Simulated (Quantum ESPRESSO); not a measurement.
# TiAu: non-collinear starts, part 2 of 2

Wanted: energies and final angles of several spin textures of TiAu

Quantum ESPRESSO 7.5; LDA; plane waves with GBRV 1.5 LDA potentials, no spin-orbit coupling.

So far, absolute magnetization (μB): step 2 (start 1: collinear parallel) 0.657; step 3 (start 2: two sublattices 30 degrees apart) 0.673.

## Step 4: Start 3: collinear alternating

Contents of pw.in:

```
&CONTROL
  calculation = 'scf'
  prefix = 'pwscf'
  outdir = './tmp'
  pseudo_dir = './pseudo'
  disk_io = 'nowf'
/
&SYSTEM
  ibrav = 0
  celldm(1) = 8
  nat = 4
  ntyp = 3
  ecutwfc = 34
  ecutrho = 238
  nbnd = 64
  occupations = 'smearing'
  smearing = 'fd'
  degauss = 0.00734986
  noncolin = .true.
  starting_magnetization(1) = 0.0833
  angle1(1) = 0
  angle2(1) = 0
  starting_magnetization(2) = 0.0833
  angle1(2) = 180
  angle2(2) = 0
  starting_magnetization(3) = 0
/
&ELECTRONS
  conv_thr = 4d-08
  electron_maxstep = 150
  mixing_beta = 0.3
/
ATOMIC_SPECIES
Ti1    47.8670 ti_lda_v1.4.uspp.F.UPF
Ti2    47.8670 ti_lda_v1.4.uspp.F.UPF
Au    196.9666 au_lda_v1.uspp.F.UPF
CELL_PARAMETERS alat
   1.0901526168627    0.0000000000000    0.0000000000000
   0.0000000000000    0.6980635076285    0.0000000000000
   0.0000000000000    0.0000000000000    1.1686805710032
ATOMIC_POSITIONS crystal
Ti1     0.2500000000    0.0000000000    0.8201905100
Ti2     0.7500000000    0.0000000000    0.1798094900
Au      0.2500000000    0.5000000000    0.3241104800
Au      0.7500000000    0.5000000000    0.6758895200
K_POINTS automatic
4 6 4 0 0 0
```

Launch:

```bash
$ OMP_NUM_THREADS=1 mpirun -n 4 pw.x -nk 4 -in pw.in > pw.out
```

The program printed:

```text
     [... lines left out ...]
Program PWSCF v.7.5 starts
     [... lines left out ...]
     number of atoms/cell      =            4
     [... lines left out ...]
     number of electrons       =        46.00
     number of Kohn-Sham states=           64
     kinetic-energy cutoff     =      34.0000  Ry
     charge density cutoff     =     238.0000  Ry
     scf convergence threshold =      4.0E-08
     [... lines left out ...]
     Noncollinear calculation without spin-orbit
     [... lines left out ...]
      4 Sym. Ops. (no inversion) found ( 2 have fractional translation)
     [... lines left out ...]
     number of k points=    38  Fermi-Dirac smearing, width (Ry)=  0.0073
     [... lines left out ...]
     iteration # 20     ecut=    34.00 Ry     beta= 0.30
     [... lines left out ...]
     atom number    1 relative position :    0.2725   0.0000   0.9585
     [... lines left out ...]
     magnetization :         -0.000000   -0.000000   -0.000373
     [... lines left out ...]
     atom number    2 relative position :    0.8176   0.0000   0.2101
     [... lines left out ...]
     magnetization :          0.000000    0.000000    0.000356
     [... lines left out ...]
     atom number    3 relative position :    0.2725   0.3490   0.3788
     [... lines left out ...]
     magnetization :          0.000000    0.000000   -0.000002
     [... lines left out ...]
     atom number    4 relative position :    0.8176   0.3490   0.7899
     [... lines left out ...]
     magnetization :          0.000000   -0.000000    0.000001
     [... lines left out ...]
     the Fermi energy is    14.7932 ev
!    total energy              =    -468.44192745 Ry
     estimated scf accuracy    <       0.00000002 Ry
     smearing contrib. (-TS)   =      -0.01371583 Ry
     [... lines left out ...]
     total magnetization       =     0.00     0.00    -0.00 Bohr mag/cell
     absolute magnetization    =     0.00 Bohr mag/cell
     convergence has been achieved in  20 iterations
```

It took 66 s on 4 MPI ranks of Arm Neoverse V2, shared host; peak memory 0.67 GiB.

Spin moment in the atom's sphere by atom:

| atom | x (μB) | y (μB) | z (μB) | size |
| --- | --- | --- | --- | --- |
| Ti1 | 0.0000 | 0.0000 | -0.0004 | 0.0004 |
| Ti2 | 0.0000 | 0.0000 | 0.0004 | 0.0004 |
| Au3 | 0.0000 | 0.0000 | 0.0000 | 0.0000 |
| Au4 | 0.0000 | 0.0000 | 0.0000 | 0.0000 |

Read from the output:

```
smearing term TS       : 0.1866 eV
magnetization          : 0, 0, 0 μB
absolute magnetization : 0 μB
final state            : non-magnetic
```

## Step 5: Start 4: random 1

Changes to pw.in since step 4:

```diff
@@ -20,8 +20,9 @@
   starting_magnetization(1) = 0.0833
-  angle1(1) = 0
-  angle2(1) = 0
+  angle1(1) = 121.671
+  angle2(1) = -36.735
   starting_magnetization(2) = 0.0833
-  angle1(2) = 180
-  angle2(2) = 0
+  angle1(2) = 89.656
+  angle2(2) = 138.933
   starting_magnetization(3) = 0
+  nosym = .true.
 /
```

The program printed:

```text
     [... lines left out ...]
Program PWSCF v.7.5 starts
     [... lines left out ...]
     number of atoms/cell      =            4
     [... lines left out ...]
     number of electrons       =        46.00
     number of Kohn-Sham states=           64
     kinetic-energy cutoff     =      34.0000  Ry
     charge density cutoff     =     238.0000  Ry
     scf convergence threshold =      4.0E-08
     [... lines left out ...]
     Noncollinear calculation without spin-orbit
     [... lines left out ...]
     No symmetry found
     [... lines left out ...]
     number of k points=    96  Fermi-Dirac smearing, width (Ry)=  0.0073
     [... lines left out ...]
     iteration # 30     ecut=    34.00 Ry     beta= 0.30
     [... lines left out ...]
     atom number    1 relative position :    0.2725   0.0000   0.9585
     [... lines left out ...]
     magnetization :         -0.034641    0.071378   -0.252045
     [... lines left out ...]
     atom number    2 relative position :    0.8176   0.0000   0.2101
     [... lines left out ...]
     magnetization :         -0.035536    0.072104   -0.251707
     [... lines left out ...]
     atom number    3 relative position :    0.2725   0.3490   0.3788
     [... lines left out ...]
     magnetization :         -0.001095    0.002233   -0.007830
     [... lines left out ...]
     atom number    4 relative position :    0.8176   0.3490   0.7899
     [... lines left out ...]
     magnetization :         -0.001087    0.002227   -0.007832
     [... lines left out ...]
     the Fermi energy is    14.7978 ev
!    total energy              =    -468.44204149 Ry
     estimated scf accuracy    <       0.00000001 Ry
     smearing contrib. (-TS)   =      -0.01228715 Ry
     [... lines left out ...]
     total magnetization       =    -0.09     0.18    -0.62 Bohr mag/cell
     absolute magnetization    =     0.66 Bohr mag/cell
     convergence has been achieved in  30 iterations
```

Elapsed: 4 min, on 4 MPI ranks; peak memory 0.78 GiB.

Spin moment in the atom's sphere by atom:

| atom | x (μB) | y (μB) | z (μB) | size |
| --- | --- | --- | --- | --- |
| Ti1 | -0.035 | 0.071 | -0.252 | 0.264 |
| Ti2 | -0.035 | 0.072 | -0.252 | 0.264 |
| Au3 | -0.001 | 0.002 | -0.008 | 0.008 |
| Au4 | -0.001 | 0.002 | -0.008 | 0.008 |

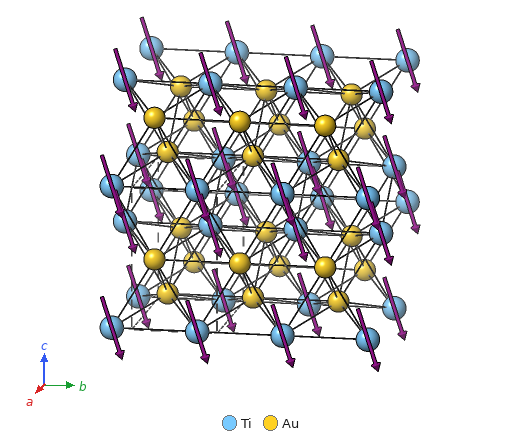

Spin moment in the atom's sphere as arrows, the longest 0.264 μB. 2×3×2 cells are drawn. Some periodic images of atoms are drawn too.

Numbers from this step:

| Quantity | Value |
| --- | --- |
| smearing term TS | 0.1672 eV |
| magnetization | -0.087, 0.178, -0.624 μB |
| absolute magnetization | 0.662 μB |
| final state | ferromagnetic |

## Step 6: Ranking

States with no site moment of 0.15 μB are listed as non-magnetic. Textures, by row:

```csv
start,final state,energy over the lowest (meV a seeded atom),smallest moment (μB),largest moment (μB),net moment (μB a cell),angles to the first moment (degrees)
collinear parallel,ferromagnetic,0,0.2622,0.2622,0.6496,0
two sublattices 30 degrees apart,ferromagnetic,0.002178,0.2688,0.2688,0.6656,0
collinear alternating,non-magnetic,0.8042,0,0,0,-
random 1,ferromagnetic,0.02838,0.2642,0.2642,0.6546,0
```

## Step 7: Outcome

* lowest start: collinear parallel, two sublattices 30 degrees apart and random 1
* its final state: ferromagnetic
* its moments: 0.262 μB
* its net moment: 0.650 μB a cell

No finished start ends non-collinear. The mesh is coarse, so differences of some ten meV can be noise where moments are itinerant. Without spin–orbit coupling only the angles between moments matter. The cell holds only so many moments, so longer spirals cannot form in it. Energies are free energies at an electronic temperature of 1160 K, which lowers moments and differences where the moments are itinerant. The cutoff lies under the 40 Ry that these files are usually run at.

[Logs and program files are shortened in this print: banners, set-up blocks, solver, clock and traceback lines can be left out without a mark of their own.]

[Logs are printed without paths, hosts, clocks, repeated set-up lines and the standing remarks that a program may print on its own settings, such as how far it seeks lower states.]

[Hosts, paths, dates, database ids (printed as entryN), source tags and the programs' standing remarks are cut or masked in the printed files.]

[Where a cell is said to come from a database of computed structures, the database is the Materials Project.]
